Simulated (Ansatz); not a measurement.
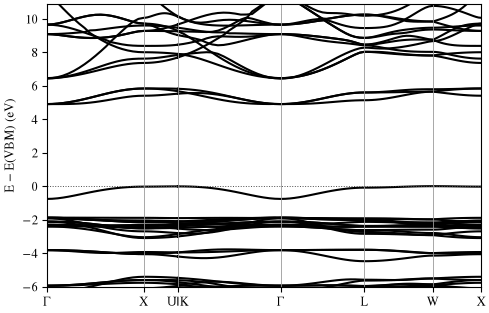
Figure. Band structure from DFT-LDA in the program Ansatz with PAW potentials

**Question.** Read off the gap and where the band edges lie.

**Answer.** About 4.9 eV (4.91 eV by a search for the band edges); maximum at W, minimum on the Γ–X line, 8 % of the way from Γ.

**Question.** Which of these materials gives this?
(A) Mg2H6Ru, Fm-3m (Mg on 8c, H on 24e, Ru on 4a)
(B) K2NaBiCl6, Fm-3m (K on 8c, Na on 4b, Bi on 4a, Cl on 24e)
(C) Cs2NaBiF6, Fm-3m (Cs on 8c, Na on 4b, Bi on 4a, F on 24e)

**Answer.** C, Cs2NaBiF6, Fm-3m (Cs on 8c, Na on 4b, Bi on 4a, F on 24e)

The first step of the workflow began from a Materials Project structure, measured or hypothetical; the Crystallography Open Database files this formula in space group No. 225, but the cells were not matched. Its standing as an ambient phase is unchecked. The cell was relaxed with LDA under the symmetry of its start; of distortions, only those at the zone centre were tested. Scalar-relativistic: spin–orbit coupling is off unless named, which matters more the heavier the elements.

Potentials: the later of the program's two PAW sets.
